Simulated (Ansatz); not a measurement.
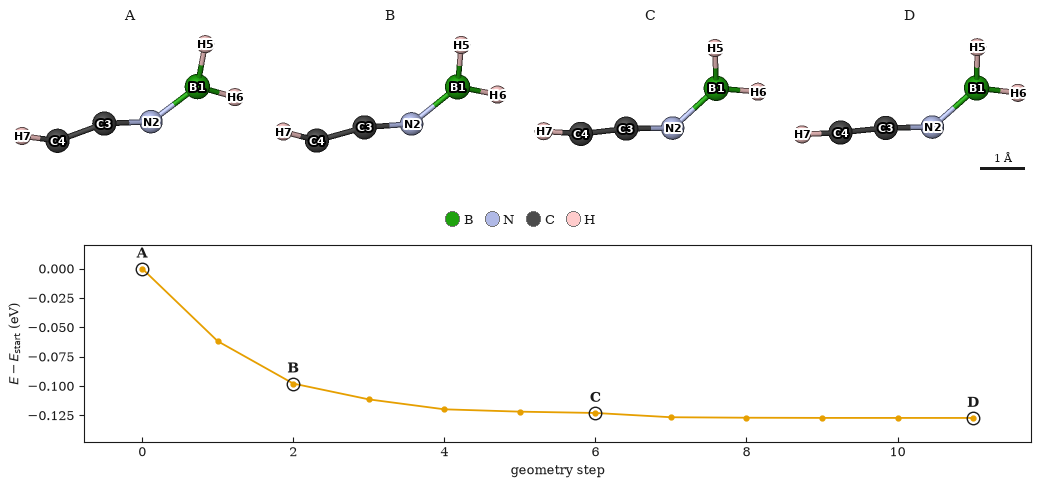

Frames of a relaxation of C2H3BN (charge −1), marked on the history of the run. The picture is a ball-and-stick view, seen from a free direction.

All numbers below come from Ansatz 0.2.0, RKS PBE0-D4/def2-TZVPD. (force threshold 0.005 eV/Å; at most 200 steps)

> Describe the path.

After 11 geometry steps the energy has fallen by 0.127 eV. The largest force component goes from 1.4 to 0.0016 eV/Å. C4 moves most after the best rigid fit: 0.23 Å. By element the largest moves are C 0.23 Å, H 0.21 Å, N 0.18 Å, B 0.04 Å. Near-neighbour distances that change, for instance: B1–N2 1.352 → 1.376 Å, B1–H6 1.209 → 1.221 Å, N2–C3 1.286 → 1.296 Å. Among the angles between lasting bonds that change: C3–C4–H7 149.3° → 176.8°, N2–C3–C4 159.2° → 175.1°, B1–N2–C3 135.4° → 127.6°. From step 0 to 2: H7 moves most (0.12 Å), energy −0.098 eV. From step 2 to 6: C4 moves most (0.20 Å), energy −0.025 eV. From step 6 to 11: H7 moves most (0.09 Å), energy −0.004 eV.
